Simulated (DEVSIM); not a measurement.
Structure: isotype n-n heterojunction Al0.35Ga0.65As/GaAs, at 300 K.

```csv
layer (left to right),material,thickness (μm),Nd (cm⁻³),τn (s),τp (s)
1,Al0.35Ga0.65As,0.220,8.4e15,8.5e-10,8.5e-10
2,GaAs,0.480,8.5e15,8.5e-10,8.5e-10
```

Left contact: ohmic. Right contact: ohmic. Voltage is applied to the left contact. Recombination: SRH at mid-gap, radiative. Mobility is μmin + (μ − μmin)/(1 + (N/Nref)^α).

The device is made up for the run: typed textbook-type constants, with dimensions and the other settings drawn at random. Values at 300 K.

| parameter | Al0.35Ga0.65As | GaAs |
|---|---|---|
| gap (eV) | 1.8604 | 1.424 |
| affinity (eV) | 3.7935 | 4.07 |
| permittivity | 11.91 | 12.9 |
| Nc (cm⁻³) | 7.44e17 | 4.7e17 |
| Nv (cm⁻³) | 9e18 | 9e18 |
| μn (cm²/Vs) | 3495 | 8500 |
| μp (cm²/Vs) | 176 | 400 |
| μn,min | 500 | 500 |
| μp,min | 20 | 20 |
| Nref,n | 6e16 | 6e16 |
| Nref,p | 1.5e17 | 1.5e17 |
| αn | 0.39 | 0.39 |
| αp | 0.38 | 0.38 |
| B (cm³/s) | 2e-10 | 2e-10 |

Model (solved in DEVSIM): 1D drift-diffusion, Boltzmann statistics, complete ionisation; no tunnelling, impact ionisation, image-force lowering or self-heating. Band offsets follow the typed affinities; no thermionic-emission limit at abrupt steps, no polarisation charge.

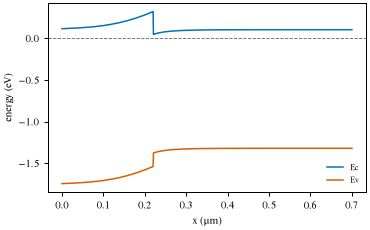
Band edges at zero bias

Energies count from the Fermi level of the right contact; mesh points crowd at the junctions.

```tsv
x (μm)	Ec (eV)	Ev (eV)	n (cm⁻³)	p (cm⁻³)	field (V/cm)
0.000	0.116	-1.744	8.4e15	< 1e2	2100
0.004357	0.117	-1.744	8.1e15	< 1e2	2100
0.01182	0.118	-1.742	7.6e15	< 1e2	2200
0.02642	0.122	-1.739	6.7e15	< 1e2	2400
0.06357	0.133	-1.727	4.3e15	< 1e2	4100
0.1186	0.168	-1.692	1.1e15	< 1e2	9000
0.1680	0.227	-1.633	1.1e14	< 1e2	15000
0.1989	0.279	-1.581	1.5e13	< 1e2	19000
0.2110	0.303	-1.558	6.1e12	< 1e2	20000
0.2172	0.316	-1.545	3.7e12	< 1e2	21000
0.2208	0.047	-1.377	7.7e16	< 1e2	19000
0.2284	0.059	-1.365	4.8e16	< 1e2	13000
0.2394	0.071	-1.353	3.0e16	< 1e2	8900
0.2611	0.085	-1.339	1.8e16	< 1e2	4600
0.3217	0.099	-1.325	1.0e16	< 1e2	1000
0.4092	0.103	-1.321	8.7e15	< 1e2	150
0.5407	0.104	-1.320	8.5e15	< 1e2	≈ 0
0.6148	0.104	-1.320	8.5e15	< 1e2	≈ 0
0.6660	0.104	-1.320	8.5e15	< 1e2	≈ 0
0.6844	0.104	-1.320	8.5e15	< 1e2	≈ 0
0.6936	0.104	-1.320	8.5e15	< 1e2	≈ 0
0.7000	0.104	-1.320	8.5e15	< 1e2	≈ 0
```
